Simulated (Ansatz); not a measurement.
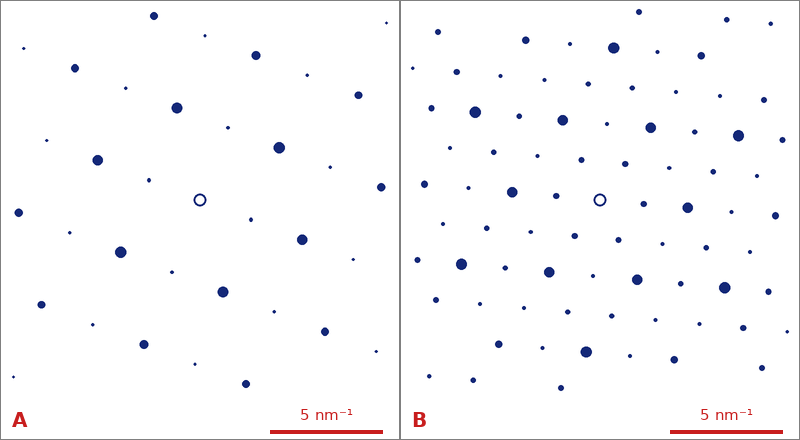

Kinematic electron diffraction patterns (200 kV, B = 0.5 Å², same scale, each along a low-index zone) of two structures of composition CdW3, each relaxed at zero pressure with DFT PBE, scalar-relativistic, plane waves, PAW in Ansatz 0.2.0.

The structures (standard cells):
1. P6_3/mmc (No. 194), a = 5.825 Å, c = 4.667 Å (hexagonal axes), 8 atoms; generated start, possibly hypothetical
2. Pm-3m (No. 221), a = 4.056 Å, 4 atoms; generated start, possibly hypothetical

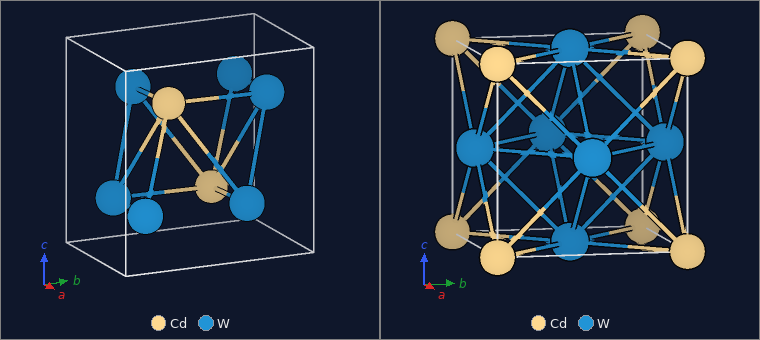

Drawings of the structures 1 to 2, from left to right (each may span several cells).

### Which pattern belongs to which structure, and along which zone?

A is structure 2 along [110] or an equivalent direction: rectangular net of 0 0 1 (weak) at d = 4.06 Å and 1 -1 0 (weak) at d = 2.87 Å, 90.0° apart. B is structure 1 along [001]: hexagonal net of 1 -1 0 at d = 5.04 Å and 1 0 0 at d = 5.04 Å, 60.0° apart (some points of this net are extinct or too weak to see).

### Which structure lies lowest at this level of theory, and by how much?

Structure 1 (P6_3/mmc, 17.14 Å³ an atom) is the lowest of these; structure 2 (Pm-3m, 16.68 Å³ an atom) lies about 82 meV an atom higher. These are static energies at 0 K; other structures, not shown, may lie lower still.
